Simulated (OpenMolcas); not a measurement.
# CH3BFNO (SMILES NC1(F)BO1) at 6 levels

Aim: a comparison of 6 runs (HF/3-21G, HF/6-31G*, BHLYP/6-31G*, BLYP/6-31G*, M06-2X/6-31G*, SVWN5/6-31G*) of CH3BFNO. 

The calculation is run with OpenMolcas 26.06.

1 further run of the same task is left out (set aside as unsound or not needed).

**1. The molecule**

CH3BFNO has 8 atoms, charge 0, and is taken as a singlet. As SMILES, `NC1(F)BO1`. One bond was lengthened or shortened from a relaxed shape.

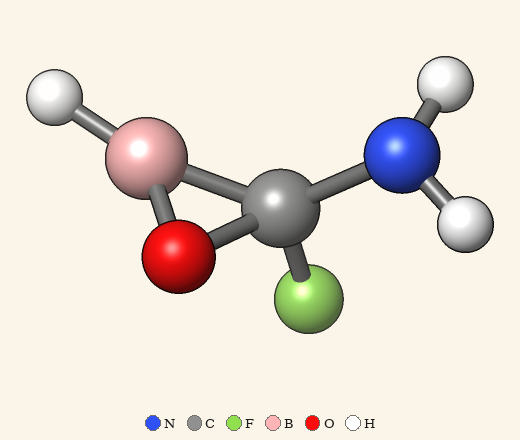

The structure, seen from a chosen angle (nitrogen blue, carbon grey, fluorine green, boron pink, oxygen red, hydrogen white).

**2. A single-point energy at HF/3-21G (run 1)**

The input, coord.xyz:

```xyz
8

N     -0.503778     1.329872     0.255742
C      0.054100    -0.061200    -0.289600
F      0.122100    -0.132700    -1.658300
B      0.337600    -1.307200     0.515100
O      1.346900    -0.473000     0.255300
H     -1.512278     1.351572     0.282542
H     -0.148078     2.123072    -0.265058
H      0.177200    -2.343100     1.061900
```

The input, mol.input:

```
&GATEWAY
 BasLib=$CurrDir
 Coord=coord.xyz
 Basis=3-21G
 Group=NoSym

&SEWARD

&SCF
 Thresholds=1e-10 1e-07 1e-07 1e-05
 PrOrbitals=1 2
```

The basis set 3-21G is read from a file made from the Basis Set Exchange's data (not shown).

Command:

```
$ export MOLCAS_MEM=1860
$ pymolcas mol.input > mol.log
```

The log of the run:

```text
--- Start Module: gateway ---
[...]
--- Stop Module: gateway /rc=_RC_ALL_IS_WELL_ ---
--- Start Module: seward ---
[...]
      Basis functions           51
--- Stop Module: seward /rc=_RC_ALL_IS_WELL_ ---
[...]
--- Start Module: scf ---
[...]
       Convergence after  16 Iterations
[...]
::    Total SCF energy                               -291.3861298528
[...]
      Total spin, S                                     0.0000000000
[...]
      Total electronic charge=   38.000000
      Total            charge=   -0.000000
[...]
      Dipole Moment (debye):
      Origin of the operator (angstrom)=    0.2623   -0.0726   -0.2740
                   X= -2.4474E+00               Y= -2.0596E-01               Z=  3.9815E-01           Total=  2.4881E+00
      Quadrupole Moment (debye*angstrom):
[...]
--- Stop Module: scf /rc=_RC_ALL_IS_WELL_ ---
[...]
```

Run time: 6.9 s. Hardware: 1 thread of AMD EPYC 7R43 (Zen 3), shared host; peak memory 0.37 GiB.

**3. The energy at HF/6-31G(d) (spherical functions) (run 2)**

The input, input.xyz:

```xyz
8

N     -0.503778     1.329872     0.255742
C      0.054100    -0.061200    -0.289600
F      0.122100    -0.132700    -1.658300
B      0.337600    -1.307200     0.515100
O      1.346900    -0.473000     0.255300
H     -1.512278     1.351572     0.282542
H     -0.148078     2.123072    -0.265058
H      0.177200    -2.343100     1.061900
```

The input, test.inp:

```
>>> EXPORT MOLCAS_PRINT=2
&GATEWAY
BasLib
$CurrDir
Coord
input.xyz
Basis
6-31Gs
Group
NoSym
&SEWARD
&SCF
Thresholds
1e-10 1e-07 1e-07 1e-05
PrOrbitals
0
```

The basis set 6-31G* is read from a file made from the Basis Set Exchange's data (not shown).

Command:

```
$ export MOLCAS_MEM=1860
$ pymolcas test.inp > test.log
```

The log of the run:

```text
--- Start Module: gateway ---
[...]
--- Stop Module: gateway /rc=_RC_ALL_IS_WELL_ ---
--- Start Module: seward ---
[...]
      Basis functions           76
--- Stop Module: seward /rc=_RC_ALL_IS_WELL_ ---
[...]
--- Start Module: scf ---
[...]
       Convergence after  15 Iterations
[...]
::    Total SCF energy                               -292.9999311142
[...]
      Total spin, S                                     0.0000000000
[...]
      Total electronic charge=   38.000000
      Total            charge=   -0.000000
[...]
      Dipole Moment (debye):
      Origin of the operator (angstrom)=    0.2623   -0.0726   -0.2740
                   X= -2.1244E+00               Y= -2.4499E-01               Z=  4.1314E-01           Total=  2.1780E+00
      Quadrupole Moment (debye*angstrom):
[...]
--- Stop Module: scf /rc=_RC_ALL_IS_WELL_ ---
[...]
```

Wall time 9.6 s (1 thread of AMD EPYC 7R43 (Zen 3), shared host); peak memory 0.43 GiB.

Runs 3 to 5 aren't shown in full; the table further down has their settings and results.

**4. The energy at SVWN5/6-31G(d) (spherical functions) (run 6)**

The input, run.inp:

```
* CH3BFNO Kohn-Sham DFT
&GATEWAY
BasLib=$CurrDir
BasisSet
N.6-31Gs....
N1 -0.503778 1.329872 0.255742 angstrom
End of Basis
BasisSet
C.6-31Gs....
C2 0.054100 -0.061200 -0.289600 angstrom
End of Basis
BasisSet
F.6-31Gs....
F3 0.122100 -0.132700 -1.658300 angstrom
End of Basis
BasisSet
B.6-31Gs....
B4 0.337600 -1.307200 0.515100 angstrom
End of Basis
BasisSet
O.6-31Gs....
O5 1.346900 -0.473000 0.255300 angstrom
End of Basis
BasisSet
H.6-31Gs....
H6 -1.512278 1.351572 0.282542 angstrom
H7 -0.148078 2.123072 -0.265058 angstrom
H8 0.177200 -2.343100 1.061900 angstrom
End of Basis
&SEWARD
GridInput
Grid=UltraFine
End of Grid
&SCF
KSDFT=SVWN5
Thresholds=1e-10 1e-07 1e-07 1e-05
PrOrbitals=1 2
```

The basis set 6-31G* is read from a file made from the Basis Set Exchange's data (not shown).

Command:

```
$ export MOLCAS_MEM=1860
$ pymolcas run.inp > run.log
```

The log of the run:

```text
--- Start Module: gateway ---
[...]
--- Stop Module: gateway /rc=_RC_ALL_IS_WELL_ ---
--- Start Module: seward ---
[...]
      Basis functions           76
--- Stop Module: seward /rc=_RC_ALL_IS_WELL_ ---
[...]
--- Start Module: scf ---
[...]
       Convergence after  16 Iterations
[...]
::    Total KS-DFT energy                            -292.2846860544
[...]
      Total spin, S                                     0.0000000000
[...]
      Total electronic charge=   38.000000
      Total            charge=   -0.000000
[...]
      Dipole Moment (debye):
      Origin of the operator (angstrom)=    0.2623   -0.0726   -0.2740
                   X= -1.5342E+00               Y=  2.7015E-01               Z= -1.1145E-02           Total=  1.5578E+00
      Quadrupole Moment (debye*angstrom):
[...]
--- Stop Module: scf /rc=_RC_ALL_IS_WELL_ ---
[...]
```

Wall time 29 s (1 thread of AMD EPYC 7R43 (Zen 3), shared host); peak memory 0.43 GiB.

**5. The series**

```tsv
run	level	integration grid	energy (Eh)	dipole moment (D)	HOMO energy (eV)	LUMO energy (eV)	wall time
1	HF/3-21G	–	-291.386130	2.49	-11.51	3.26	6.9 s
2	HF/6-31G* (spherical functions)	–	-292.999931	2.18	-11.55	3.47	9.6 s
3	BHLYP/6-31G* (spherical functions)	UltraFine	-294.388025	1.87	-9.06	0.71	33 s
4	BLYP/6-31G* (spherical functions)	UltraFine	-294.468697	1.51	-5.61	-1.26	36 s
5	M06-2X/6-31G* (spherical functions)	UltraFine	-294.423968	1.75	-9.04	0.61	40 s
6	SVWN5/6-31G* (spherical functions)	UltraFine	-292.284686	1.56	-5.91	-1.71	29 s
```

**6. Outcome**

| quantity | value |
| --- | --- |
| run 6: total energy | -292.28469 Eh |
| run 6: dipole moment | 1.56 D |
| run 6: HOMO energy | -5.91 eV |
| run 6: LUMO energy | -1.71 eV |
| run 6: HOMO–LUMO gap | 4.20 eV |

**Reading.** The dipole moment (its size) runs from 1.51 D (BLYP/6-31G*) to 2.49 D (HF/3-21G). The two ends differ in method and basis. The HOMO–LUMO gap runs from 4.20 eV (SVWN5/6-31G*) to 15.02 eV (HF/6-31G*). Exact exchange widens orbital gaps. Totals of different functionals can't be ranked against each other. All runs together took 2.6 min, the longest 40 s.
